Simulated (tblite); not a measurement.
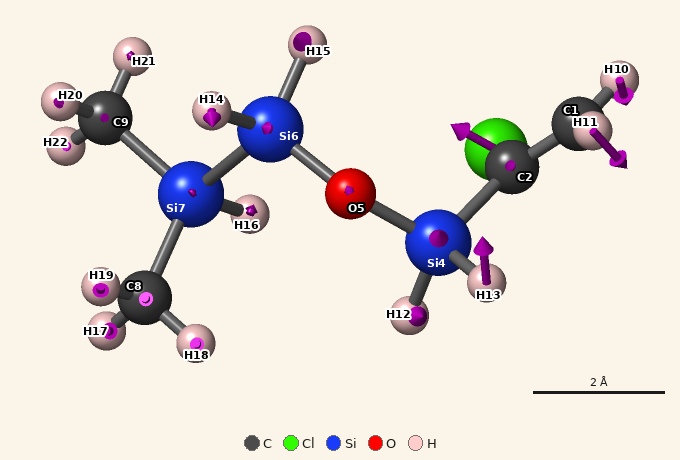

This is a relaxation of C$_{4}$H$_{13}$ClOSi$_{3}$. The starting structure is drawn; purple arrows show the displacements, at their true length. The two geometries are superimposed by the best rigid fit.

The picture is a ball-and-stick view, seen at a tilt.

Theory: GFN2-xTB geometry optimisation, gas phase (tblite 0.8.0). 

**Describe the change and its energy.**

An H atom moves most after the best rigid fit: 0.97 Å. Largest moves by element: H 0.97 Å, Cl 0.92 Å, C 0.52 Å, Si 0.40 Å, O 0.14 Å. Near-neighbour distances that change, for instance: C–Si 1.843 → 1.907 Å, O–Si 1.658 → 1.605 Å, H–Si 1.500 → 1.458 Å, C–C 1.356 → 1.322 Å. Among the angles between lasting bonds that change: Si–O–Si 138.5° → 155.4°, O–Si–H 108.4° → 100.4°, H–Si–H 107.0° → 115.0°. Groups turn about C–Si by about 45°. After 171 geometry steps the energy has fallen by 39.8 kJ/mol. Cost: 6.9 s on 1 thread of Intel(R) Xeon(R) Processor @ 2.70GHz (shared host).
